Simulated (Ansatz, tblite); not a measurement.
# Ga10P11 wurtzite ring sphere (Ga₁₀P₁₁H₂₈+): spin states and exact exchange

Is the singlet the ground state of Ga10P11 wurtzite ring sphere (Ga₁₀P₁₁H₂₈+)? Other spin states are computed and compared level by level.

Program: Ansatz 0.2.0, Gaussian basis. Level of theory: as each input shows. These are calculated values, not measurements.

The runs, in order: triplet, at the geometry of the singlet (GFN1-xTB, GFN2-xTB, PBE0-D4/def2-SVP, PBE-D4/def2-SVP); the singlet's energies come from earlier runs.

### 1 The geometry

The singlet was relaxed beforehand with PBE-D4/def2-SVP.

49 atoms, charge 1, spin multiplicity 1.

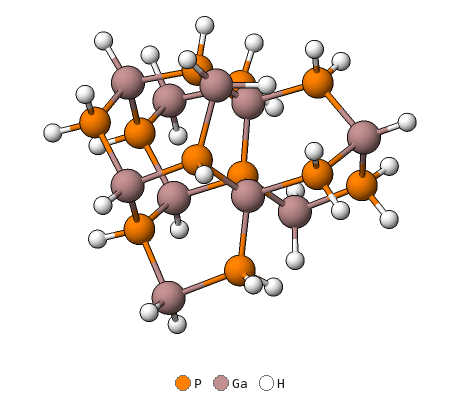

The structure; phosphorus orange, gallium pink, hydrogen white.

The ion is computed in the gas phase, without counter-ions or solvent.

### 2 Triplet at the fixed geometry, GFN1-xTB

Tight binding, by tblite at 300 K electronic temperature and without a spin-polarisation term:

```python
tblite.interface.Calculator('GFN1-xTB', numbers, positions, charge=1, uhf=2).singlepoint()
```

Energy -1558.4006 eV; 0.62 s.

### 3 Triplet at the fixed geometry, GFN2-xTB

Tight binding, by tblite at 300 K electronic temperature and without a spin-polarisation term:

```python
tblite.interface.Calculator('GFN2-xTB', numbers, positions, charge=1, uhf=2).singlepoint()
```

Energy -1459.6822 eV; 0.49 s.

### 4 Triplet at the fixed geometry, PBE0-D4/def2-SVP

Input file in.yaml:

```yaml
crystal:
  periodic: [false, false, false]
  atoms:
    - {symbol: P, position_ang: [-2.674267, -1.537955, -3.336953]}
    - {symbol: Ga, position_ang: [-2.938685, -1.694476, -0.862563]}
    - {symbol: P, position_ang: [0.880665, -3.829763, -0.006852]}
    - {symbol: Ga, position_ang: [1.003710, -4.058236, 2.469772]}
    - {symbol: P, position_ang: [0.986799, -1.577945, -3.264924]}
    - {symbol: Ga, position_ang: [-0.821542, -0.470293, -4.399293]}
    - {symbol: Ga, position_ang: [0.986561, -1.616018, -0.842150]}
    - {symbol: P, position_ang: [-0.962617, -0.555348, -0.112961]}
    - {symbol: P, position_ang: [1.015260, -1.676304, 2.935819]}
    - {symbol: Ga, position_ang: [-1.012071, -0.586255, 2.306332]}
    - {symbol: P, position_ang: [-0.872897, 1.648370, -3.262600]}
    - {symbol: Ga, position_ang: [-0.905280, 1.663802, -0.839787]}
    - {symbol: P, position_ang: [-2.874189, 2.679785, -0.002743]}
    - {symbol: P, position_ang: [-0.941858, 1.713723, 2.938324]}
    - {symbol: Ga, position_ang: [-3.012497, 2.892064, 2.474481]}
    - {symbol: P, position_ang: [2.880650, -0.452937, -0.103864]}
    - {symbol: Ga, position_ang: [3.055208, -0.661011, 2.287005]}
    - {symbol: Ga, position_ang: [2.900991, 1.674613, -1.268352]}
    - {symbol: P, position_ang: [1.049850, 2.720661, -0.101095]}
    - {symbol: P, position_ang: [2.840196, 1.636815, 2.981112]}
    - {symbol: Ga, position_ang: [0.957429, 2.973056, 2.290082]}
    - {symbol: H, position_ang: [-2.744543, -2.822753, -3.961399]}
    - {symbol: H, position_ang: [-3.820879, -0.950520, -3.958076]}
    - {symbol: H, position_ang: [-2.787636, -3.236445, -0.582892]}
    - {symbol: H, position_ang: [-4.197840, -0.793067, -0.578602]}
    - {symbol: H, position_ang: [-0.305305, -4.392470, -0.571715]}
    - {symbol: H, position_ang: [1.862832, -4.605821, -0.696576]}
    - {symbol: H, position_ang: [-0.388211, -4.662903, 2.873109]}
    - {symbol: H, position_ang: [2.443716, -4.645428, 2.699538]}
    - {symbol: H, position_ang: [1.017462, -2.914701, -3.771862]}
    - {symbol: H, position_ang: [2.236846, -1.102758, -3.763840]}
    - {symbol: H, position_ang: [-0.719577, -0.410618, -5.959259]}
    - {symbol: H, position_ang: [1.026376, -1.608108, 4.366996]}
    - {symbol: H, position_ang: [-2.303314, -1.332346, 2.813109]}
    - {symbol: H, position_ang: [-2.014332, 2.345691, -3.768276]}
    - {symbol: H, position_ang: [0.164843, 2.492411, -3.760610]}
    - {symbol: H, position_ang: [-3.955649, 1.938224, -0.570852]}
    - {symbol: H, position_ang: [-3.051922, 3.921062, -0.688546]}
    - {symbol: H, position_ang: [-0.876683, 1.687955, 4.369452]}
    - {symbol: H, position_ang: [-4.229889, 1.983987, 2.873522]}
    - {symbol: H, position_ang: [-2.805541, 4.432427, 2.710075]}
    - {symbol: H, position_ang: [3.982347, -1.204960, -0.624978]}
    - {symbol: H, position_ang: [4.393110, -1.332013, 2.756850]}
    - {symbol: H, position_ang: [2.332766, 1.348215, -2.722470]}
    - {symbol: H, position_ang: [4.238940, 2.446171, -0.984299]}
    - {symbol: H, position_ang: [0.949760, 4.051437, -0.620566]}
    - {symbol: H, position_ang: [2.915582, 1.678949, 4.407897]}
    - {symbol: H, position_ang: [4.049489, 2.335400, 2.673792]}
    - {symbol: H, position_ang: [1.045825, 4.466628, 2.761700]}
basis:
  gaussian: {orbitals: def2-SVP, fitting: {mean_field: def2-universal-jkfit}}
total_charge: 1
magnetization: {spin_polarized: true, initial_magnetization: 2}
hamiltonian: {xc: pbe0, dispersion: d4}
scf: {omitted_lower_state_checks: [starts]}
output: {orbitals: {seedname: orbitals}}
```

Run with:

```sh
ansatz run in.yaml --threads 4 --pin off --events-out ev --progress --plain --max-ram 46080MiB --backend cuda --devices 0, --max-vram 37GiB
```

The log of the run:

```text
Functional definition: PBE0
  name "PBE0"
  cite "Adamo & Barone, J. Chem. Phys. 110, 6158 (1999) doi:10.1063/1.478522"
  cite "Perdew, Burke & Ernzerhof, Phys. Rev. Lett. 77, 3865 (1996) doi:10.1103/PhysRevLett.77.3865"
  parent pbe
  parameter a = 0.25
  parameter kappa = 0.804
  parameter beta = 0.06672455060314922
  exchange = (1 - a)*pbe_x(kappa = kappa, mu = beta*pi^2/3) + a*exact_x
  correlation = pbe_c(beta = beta)
these checks for a lower state are left out or cut short: starts
4572 factors; integrals over basis functions are off by at most 3.4e-1 eV
mean field evaluation 1: about -626204.0591 eV, gradient 4.4e1 eV
mean field evaluation 2: about -626196.0137 eV, gradient 5.9e1 eV
mean field evaluation 4: about -626210.4464 eV, gradient 4.0e0 eV
mean field evaluation 8: about -626210.5757 eV, gradient 1.2e0 eV
mean field evaluation 16: about -626210.6367 eV, gradient 1.4e-1 eV
mean field evaluation 32: about -626210.6559 eV, gradient 4.0e-6 eV
mean field -626210.65590061 eV, -23012.8171435196 hartree, gradient 4.0e-6 eV, S^2 2.004477; 0 other end points of the search recorded, 0 dependent functions left out
reference -626210.65598056 eV, -23012.8171464577 hartree; 252, 250 occupied and 406, 408 virtual orbitals, 4572 factors
Total energy: -626214.47831213 eV, -23012.9576145523 hartree
Checks for a lower state left out: starts
```

Run time: 27 s. Hardware: 1 × H100 (card shared with other runs) with 4 threads of AMD EPYC 7R13, shared host; peak host memory 1.4 GiB.

From the report: HOMO -4.90 eV, LUMO -8.76 eV (over both spins; with the spin held, an empty level of the minority spin lies below the top filled one); ⟨S²⟩ 2.004 (pure: 2.00).

### 5 Triplet at the fixed geometry, PBE-D4/def2-SVP

start.molden holds the orbitals of an earlier run on this state, given as this run's starting guess.

in.yaml, as its differences from that of step 4:

```diff
@@ -53,6 +53,6 @@
 basis:
-  gaussian: {orbitals: def2-SVP, fitting: {mean_field: def2-universal-jkfit}}
+  gaussian: {orbitals: def2-SVP, fitting: {mean_field: def2-universal-jkfit}, initial_orbitals: start.molden}
 total_charge: 1
 magnetization: {spin_polarized: true, initial_magnetization: 2}
-hamiltonian: {xc: pbe0, dispersion: d4}
+hamiltonian: {xc: pbe, dispersion: d4}
 scf: {omitted_lower_state_checks: [starts]}
```

The command is unchanged.

The log of the run:

```text
Functional definition: PBE
  name "PBE"
  cite "Perdew, Burke & Ernzerhof, Phys. Rev. Lett. 77, 3865 (1996) doi:10.1103/PhysRevLett.77.3865"
  parent pbe
  parameter kappa = 0.804
  parameter beta = 0.06672455060314922
  exchange = pbe_x(kappa = kappa, mu = beta*pi^2/3)
  correlation = pbe_c(beta = beta)
these checks for a lower state are left out or cut short: starts
4572 factors; integrals over basis functions are off by at most 3.4e-1 eV
mean field evaluation 1: about -626189.1133 eV, gradient 1.3e1 eV
mean field evaluation 2: about -626189.8316 eV, gradient 7.3e-1 eV
mean field evaluation 4: about -626189.8450 eV, gradient 1.5e-1 eV
mean field evaluation 8: about -626189.8477 eV, gradient 8.3e-5 eV
mean field evaluation 16: about -626189.8477 eV, gradient 2.8e-6 eV
mean field -626189.84766821 eV, -23012.0524550834 hartree, gradient 2.9e-6 eV, S^2 2.001421; 0 other end points of the search recorded, 0 dependent functions left out
reference -626189.84777486 eV, -23012.0524590028 hartree; 252, 250 occupied and 406, 408 virtual orbitals, 4572 factors
Total energy: -626194.03314232 eV, -23012.2062684199 hartree
Checks for a lower state left out: starts
```

Run time: 11 s. Hardware: 1 × H100 (card shared with other runs) with 4 threads of AMD EPYC 7R13, shared host; peak host memory 1.4 GiB.

From the report: HOMO -4.71 eV, LUMO -8.72 eV (over both spins; with the spin held, an empty level of the minority spin lies below the top filled one); ⟨S²⟩ 2.001 (pure: 2.00).

### 6 Triplet less singlet, vertical

The singlet's energies are those of its earlier runs, whose logs aren't repeated here.

```csv
level,"triplet less singlet, vertical (eV)",time
GFN1-xTB,+3.963,1 s
GFN2-xTB,+3.736,0.79 s
PBE-D4/def2-SVP,+3.981,15 s
PBE0-D4/def2-SVP,+4.759,36 s
```

Times add the two runs; a level without a time comes out of a correlated run. Tight binding without a spin term can't rank spin states.

### 7 Outcome

```
                                               quantity                                   value
triplet less singlet, vertical, functionals in def2-SVP  +3.981 (PBE-D4) to +4.759 eV (PBE0-D4)
```

What this shows: All functionals put the triplet above the singlet, over a spread of 0.778 eV. The checks for a lower triplet were left out, so another state of that spin may lie lower. These are electronic energies, without zero-point motion, entropy or surroundings.
